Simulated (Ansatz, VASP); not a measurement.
# Cross-check of SrO between VASP and Ansatz, part 2 of 2

One calculation is typed for both programs; each brings its own data sets. How far apart do they land? The cell is taken from a series of VASP runs on this material, whose earlier steps may have relaxed, scaled or displaced it; both programs get it as it stands. Valence electrons are named where the data sets of a main pair hold unlike numbers.

VASP 6.6.1 and Ansatz 0.2.0.

So far: Set-up; Ansatz: band structure, PBE0; VASP: band structure, PBE0.

**4. Differences**

Known differences besides the potentials themselves: exact exchange at q = 0 is treated differently, which shows on coarse meshes; VASP keeps PBE cores, Ansatz makes them for the functional; the cutoff is 420 eV in Ansatz and 460 eV in VASP; VASP takes a coarser grid for exact exchange (PRECFOCK = Fast). Total energies have different zeros and are not compared.

Both answers:

```tsv
quantity	Ansatz	VASP	difference
gap over the path points (eV)	5.528	5.478	+0.051
```

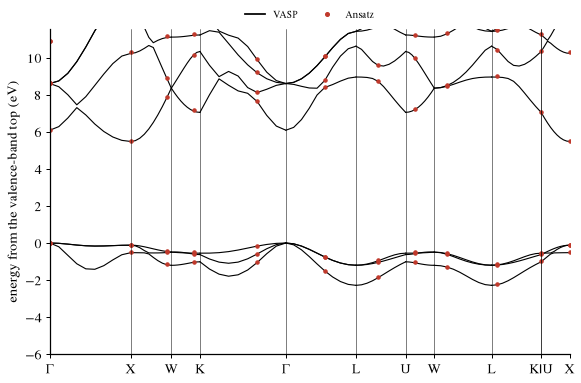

Bands from VASP (lines) and levels from Ansatz (dots). Dots without a line are higher empty bands that the VASP plot leaves out.

Levels at points of the path, from each program's valence-band top (eV; 3 filled, then empty):

```tsv
k (reciprocal lattice)	Ansatz	VASP
0.000 0.000 0.000	0.00 0.00 0.00 6.12 8.66 8.66	0.00 0.00 0.00 6.09 8.60 8.60
0.500 0.000 0.500	-0.49 -0.10 -0.10 5.53 10.28 12.76	-0.52 -0.12 -0.12 5.48 10.23 12.74
0.500 0.222 0.722	-1.16 -0.48 -0.43 7.87 8.91 11.14	-1.17 -0.52 -0.46 7.84 8.89 11.09
0.403 0.347 0.750	-1.02 -0.57 -0.51 7.16 10.16 11.26	-1.04 -0.60 -0.55 7.12 10.15 11.21
0.125 0.125 0.250	-1.04 -0.58 -0.16 7.66 8.15 9.23	-1.05 -0.59 -0.17 7.63 8.12 9.18
0.278 0.278 0.278	-1.49 -0.73 -0.73 8.42 8.79 10.09	-1.51 -0.75 -0.75 8.39 8.77 10.04
0.556 0.389 0.556	-1.84 -1.02 -0.93 8.76 9.60 11.75	-1.87 -1.05 -0.96 8.72 9.58 11.70
0.583 0.250 0.667	-1.05 -0.55 -0.51 7.24 9.96 11.24	-1.07 -0.57 -0.54 7.21 9.95 11.19
0.500 0.306 0.694	-1.27 -0.58 -0.54 8.48 8.52 11.34	-1.30 -0.61 -0.57 8.45 8.49 11.29
0.486 0.486 0.528	-2.23 -1.16 -1.16 8.99 10.44 11.49	-2.25 -1.19 -1.18 8.95 10.45 11.44
```

Among the levels compared at these points, filled levels agree within 35 meV and empty ones within 56 meV.

**5. Ansatz: band structure, r2SCAN-EpsX with an exact-exchange share of 0.258**

Levels along a path test the potential and the projectors away from the mesh points.

The cell is taken from a series of VASP runs on this material, whose earlier steps may have relaxed, scaled or displaced it; both programs get it as it stands.

input.yaml

```yaml
crystal:
  lattice:
    - [0.0, 2.58066, 2.58066]
    - [2.58066, 0.0, 2.58066]
    - [2.58066, 2.58066, 0.0]
  atoms:
    - { symbol: Sr, position: [0.0, 0.0, 0.0] }
    - { symbol: O, position: [0.5, 0.5, 0.5] }
hamiltonian:
  xc: { exchange: r2scan, correlation: r2scan, exx: { coeff: 0.258 } }
  pseudopotentials: { kind: paw }
kpoints:
  mp_grid: { grid: [5, 5, 5] }
  band_path:
    path:
      - [0.0, 0.0, 0.0]
      - [0.5, 0.0, 0.5]
      - [0.5, 0.22222, 0.72222]
      - [0.40278, 0.34722, 0.75]
      - [0.125, 0.125, 0.25]
      - [0.27778, 0.27778, 0.27778]
      - [0.55556, 0.38889, 0.55556]
      - [0.58333, 0.25, 0.66667]
      - [0.5, 0.30556, 0.69444]
      - [0.48611, 0.48611, 0.52778]
      - [0.625, 0.25, 0.625]
      - [0.5, 0.0, 0.5]
    npoints: 1
scf:
  occupations: { method: gaussian, width: 0.03 }
  n_extra_bands: 7
output:
  forces: true
  stress: true
  eigenvalues: true
```

The run is started by

```console
> ansatz run input.yaml --threads 4 --pin off --max-ram 9216MiB --backend cpu --events-out ev --progress --plain --runs-dir out
```

Numbers of over 12 decimals in the logs are rounded to 6 here.

Output:

```text
[...]
Crystal: 2 atoms, lattice volume = 34.373 Å³
Basis set: ecut = 500 eV, 893 PW (Γ), exchange–correlation on 108×108×108 points (64 copies of the dense FFT grid, shifted against one another)
Bands: 15, of which v1, the nominal top of the filled ones, is band 8 counted from 1 (7 counted from 0)
Symmetry: 48 space group operations
[...]
k-points: 10 of 125
[...]
--- Band table (eV; the first three rows and the last of 10) ---
  k-point 0: bands = [... 4 lower, -8.8003, 6.0769, 6.0769, 6.0769, 12.6754, 15.2066, 15.2066, 15.2066, ... 3 higher]
  k-point 1: bands = [... 4 lower, -8.4301, 5.1420, 5.6321, 5.6321, 14.2757, 14.8954, 16.0069, 16.0069, ... 3 higher]
  k-point 2: bands = [... 4 lower, -8.0115, 4.0164, 5.0106, 5.0106, 15.3201, 16.7324, 17.7102, 17.7102, ... 3 higher]
  k-point 9: bands = [... 4 lower, -8.4571, 4.8535, 5.3442, 5.6749, 14.1176, 15.9645, 17.9180, 19.6388, ... 3 higher]
[key lines of the parts left out:]
Free energy (F): -4126.324767 eV
Fermi energy:    9.134342 eV
P = ⅓ Tr σ = -1.4065 GPa (-14.065 kbar)
```

The job ended after 19 s (4 threads of Arm Neoverse V1, shared host; peak memory 0.74 GiB).

**6. VASP: band structure, r2SCAN-EpsX with an exact-exchange share of 0.258**

The same cell, functional, mesh and smearing now go to VASP, with its own data sets.

The run reads the wave functions of an earlier VASP run, which isn't shown here.

INCAR

```
SYSTEM = SrO
PREC = Accurate
ENCUT = 460
EDIFF = 1E-06
NELM = 100
ISMEAR = 0
SIGMA = 0.03
LREAL = .FALSE.
ALGO = Normal
LHFCALC = .TRUE.
AEXX = 0.258
METAGGA = R2SCAN
LASPH = .TRUE.
NBANDS = 14
PRECFOCK = Fast
HFRCUT = -1
LORBIT = 11
LWAVE = .FALSE.
LCHARG = .FALSE.
KPAR = 4
```

POSCAR

```
SrO
1.0
    0.0000000000      2.5806600000      2.5806600000
    2.5806600000      0.0000000000      2.5806600000
    2.5806600000      2.5806600000      0.0000000000
Sr O
1 1
Direct
    0.0000000000      0.0000000000      0.0000000000
    0.5000000000      0.5000000000      0.5000000000
```

KPOINTS

```
Automatic mesh
0
Gamma
5 5 5
0 0 0
```

KPOINTS_OPT

```
Line mode
10
Line-mode
Reciprocal
  0.00000000   0.00000000   0.00000000 GAMMA
  0.50000000   0.00000000   0.50000000 X

  0.50000000   0.00000000   0.50000000 X
  0.50000000   0.25000000   0.75000000 W

  0.50000000   0.25000000   0.75000000 W
  0.37500000   0.37500000   0.75000000 K

  0.37500000   0.37500000   0.75000000 K
  0.00000000   0.00000000   0.00000000 GAMMA

  0.00000000   0.00000000   0.00000000 GAMMA
  0.50000000   0.50000000   0.50000000 L

  0.50000000   0.50000000   0.50000000 L
  0.62500000   0.25000000   0.62500000 U

  0.62500000   0.25000000   0.62500000 U
  0.50000000   0.25000000   0.75000000 W

  0.50000000   0.25000000   0.75000000 W
  0.50000000   0.50000000   0.50000000 L

  0.50000000   0.50000000   0.50000000 L
  0.37500000   0.37500000   0.75000000 K

  0.62500000   0.25000000   0.62500000 U
  0.50000000   0.00000000   0.50000000 X
```

PAW data sets: Sr_sv and O (PBE family, release 64).

The run is started by

```console
> mpirun -np 4 vasp_std
```

Output:

```text
[banner, memory and clock lines left out]
running    4 mpi-ranks, on    1 nodes
[...]
|                                                                             |
|               ----> ADVICE to this user running VASP <----                  |
|                                                                             |
|     You enforced a specific xc type in the INCAR file but a different       |
|     [... a line on the potential file left out ...]
|     I HOPE YOU KNOW WHAT YOU ARE DOING!                                     |
|                                                                             |

 LDA part: xc-table for (None), standard interpolation
 found WAVECAR, reading the header
 POSCAR, INCAR and KPOINTS ok, starting setup
[...]
HFRCUT set to (new)   10.085124
 reading WAVECAR
 the WAVECAR file was read successfully
 initial charge from wavefunction
 entering main loop
       N       E                     dE             d eps       ncg     rms          rms(c)
[...]
DAV:   9    -0.261154174165E+02   -0.16825E-05   -0.32510E-06   304   0.214E-02    0.816E-02
DAV:  10    -0.261154183465E+02   -0.92997E-06   -0.21765E-06   310   0.157E-02
   1 F= -.26115418E+02 E0= -.26115418E+02  d E =-.177891E-30
 Start KPOINTS_OPT (optional k-point list driver)
k-point batch [1-10\100]
       N       E                     dE             ncg
DAV:   1    -0.106748837250E+04   -0.45690E+04      280
DAV:   2    -0.194488424753E+04   -0.87740E+03      370
DAV:   3    -0.199993322834E+04   -0.55049E+02      338
DAV:   4    -0.200109993943E+04   -0.11667E+01      390
DAV:   5    -0.200112382507E+04   -0.23886E-01      378
DAV:   6    -0.200112422688E+04   -0.40181E-03      372
DAV:   7    -0.200112423069E+04   -0.38062E-05      244
DAV:   8    -0.200112423084E+04   -0.15546E-06      176
[...]
k-point batch [91-100\100]
       N       E                     dE             ncg
DAV:   1    -0.115429852572E+04   -0.70582E+04      280
DAV:   2    -0.197185878849E+04   -0.81756E+03      358
DAV:   3    -0.202145375421E+04   -0.49595E+02      356
DAV:   4    -0.202259821743E+04   -0.11445E+01      434
DAV:   5    -0.202262155015E+04   -0.23333E-01      402
DAV:   6    -0.202262183594E+04   -0.28580E-03      414
DAV:   7    -0.202262184198E+04   -0.60386E-05      316
DAV:   8    -0.202262184212E+04   -0.13537E-06      266
```

OUTCAR, selected parts (step 6):

```text
 POSITION                                       TOTAL-FORCE (eV/Angst)
 -----------------------------------------------------------------------------------
      0.00000      0.00000      0.00000        -0.000000     -0.000000     -0.000000
      2.58066      2.58066      2.58066         0.000000      0.000000      0.000000
 -----------------------------------------------------------------------------------
    total drift:                               -0.000000      0.000000      0.000000

  FREE ENERGIE OF THE ION-ELECTRON SYSTEM (eV)
  ---------------------------------------------------
  free  energy   TOTEN  =       -26.1154183465 eV

  energy  without entropy=      -26.1154183465  energy(sigma->0) =      -26.11541835

[... 2 parts as in an earlier step ...]

[... 1 further part left out ...]
[key lines of the parts left out:]
E-fermi :   0.1201
```

**7. Comparison**

What differs besides the data sets and the points named for the pairs above, as far as they apply: the cutoff is 500 eV in Ansatz and 460 eV in VASP. Total energies have different zeros and are not compared.

Both answers:

```tsv
quantity	Ansatz	VASP	difference
gap over the path points (eV)	5.916	5.864	+0.053
```

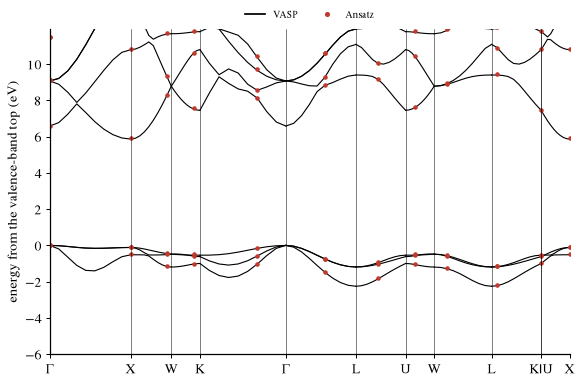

Bands from VASP (lines) and levels from Ansatz (dots). Dots without a line are higher empty bands that the VASP plot leaves out.

Levels at points of the path, from each program's valence-band top (eV; 3 filled, then empty):

```tsv
k (reciprocal lattice)	Ansatz	VASP
0.000 0.000 0.000	0.00 0.00 0.00 6.60 9.13 9.13	0.00 0.00 0.00 6.58 9.07 9.07
0.500 0.000 0.500	-0.48 -0.10 -0.10 5.92 10.85 13.28	-0.52 -0.11 -0.11 5.86 10.80 13.33
0.500 0.222 0.722	-1.14 -0.47 -0.42 8.29 9.35 11.72	-1.16 -0.51 -0.45 8.26 9.32 11.65
0.403 0.347 0.750	-1.00 -0.56 -0.50 7.56 10.63 11.83	-1.03 -0.59 -0.54 7.52 10.61 11.77
0.125 0.125 0.250	-1.02 -0.57 -0.15 8.14 8.59 9.71	-1.03 -0.59 -0.16 8.13 8.55 9.65
0.278 0.278 0.278	-1.46 -0.73 -0.73 8.86 9.28 10.59	-1.48 -0.75 -0.75 8.83 9.27 10.53
0.556 0.389 0.556	-1.82 -1.01 -0.92 9.19 10.06 12.28	-1.84 -1.04 -0.95 9.16 10.04 12.21
0.583 0.250 0.667	-1.04 -0.54 -0.50 7.65 10.43 11.82	-1.06 -0.56 -0.53 7.61 10.40 11.75
0.500 0.306 0.694	-1.26 -0.57 -0.53 8.91 8.95 11.92	-1.28 -0.60 -0.56 8.88 8.92 11.85
0.486 0.486 0.528	-2.20 -1.15 -1.15 9.44 10.90 12.02	-2.22 -1.18 -1.17 9.39 10.91 11.95
```

Among the levels compared at these points, filled levels agree within 38 meV and empty ones within 69 meV.

**8. Outcome**

* largest difference of a filled level at the path points (band structure, PBE0): 35 meV
* difference in gap over the path points (band structure, PBE0): 0.051 eV
* largest difference of a filled level at the path points (band structure, r2SCAN-EpsX with an exact-exchange share of 0.258): 38 meV
* difference in gap over the path points (band structure, r2SCAN-EpsX with an exact-exchange share of 0.258): 0.053 eV

What this shows: The difference in gap over the path points is 0.053 eV (band structure, r2SCAN-EpsX with an exact-exchange share of 0.258), within the 0.08 eV picked in this series as the mark of a large difference. How closely two codes agree says nothing of how well the functional describes the real material.

[Lines on the potential files, build, host, timing and source positions are cut from VASP's logs without a mark.]

[Logs are printed without paths, hosts, clocks, repeated set-up lines and the standing remarks that a program may print on its own settings, such as how far it seeks lower states.]

[Hosts, paths, dates, database ids (printed as entryN), source tags and the programs' standing remarks are cut or masked in the printed files.]
